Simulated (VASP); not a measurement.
Band structure of BaHfO3 (cubic perovskite). Calculation: LDA (Ceperley-Alder, Perdew-Zunger), VASP's LDA PAW potentials (set 64) (plane waves; VASP 6.6.1).

Unless said otherwise, spin-orbit coupling is left out, though it shifts the bands of the heavy elements here.

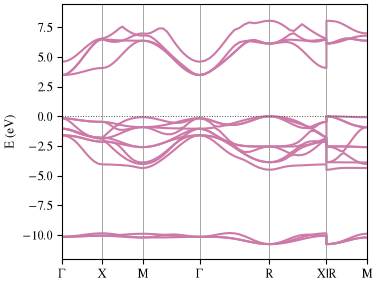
Figure: Bands along high-symmetry lines, zero at the valence-band maximum or, without a gap, the Fermi level

Q: Read the plot: is there a gap, and where are the band edges?

A: The gap is indirect, 3.47 eV, from the valence maximum at R to the conduction minimum at Γ. (Edges off the drawn lines would not show.)

The compound is BaHfO3 in the cubic perovskite structure. It was relaxed first.
